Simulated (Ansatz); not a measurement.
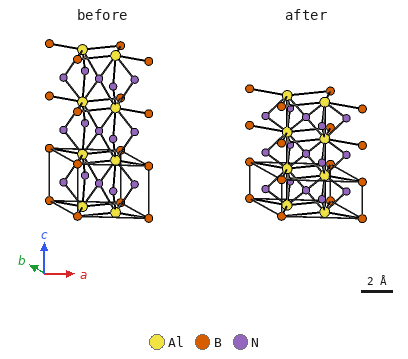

The structure of a crystal of Al₂BN₃ (a generated structure, set up in P6/mmm) (coarse preliminary run) before (left) and after (right) a relaxation, at one scale.

Style: ball-and-stick. Shown: the cell of the calculation, repeated 1 × 1 × 3 with one cell outlined, slightly off an axis.

Computed with DFT PBE, scalar-relativistic, plane waves, PAW in Ansatz 0.2.0. Set-up: plane-wave cutoff 420 eV; k-point mesh 6 × 6 × 6; occupations gaussian; smearing width 0.1 eV; no spin polarisation; cell and atoms relaxed; force threshold 0.04 eV/Å; at most 70 steps.

**What changed between the two?**

The atoms keep their places relative to the cell (all moves are under 0.005 Å). Cell: a = b 4.729 → 5.371 Å (+13.6 %), c 3.554 → 2.485 Å (−30.1 %). Volume −9.8 %. Near-neighbour distances that change, for instance: Al–Al 3.554 → 2.485 Å, Al–B 2.730 → 3.101 Å, Al–N 2.241 → 1.987 Å. Among the angles between lasting bonds that change: Al–N–Al 104.9° → 77.4°, Al–N–Al 75.1° → 102.6°, N–Al–N 104.9° → 77.4°. The space group stays P6/mmm (No. 191). After 15 accepted moves (20 points after the start) the energy has fallen by 4.632 eV per cell of the calculation. All forces vanish by symmetry, so only the cell relaxes. Pressure: −19.52 GPa at the start and 0.12 GPa at the end. The line search rejected the trial steps at points 6, 13, 17 of the run. The SCF was repeated twice at an unchanged geometry on a basis and grid sized afresh for the cell, which shifted the energy by 90.3 meV per cell of the calculation at most.
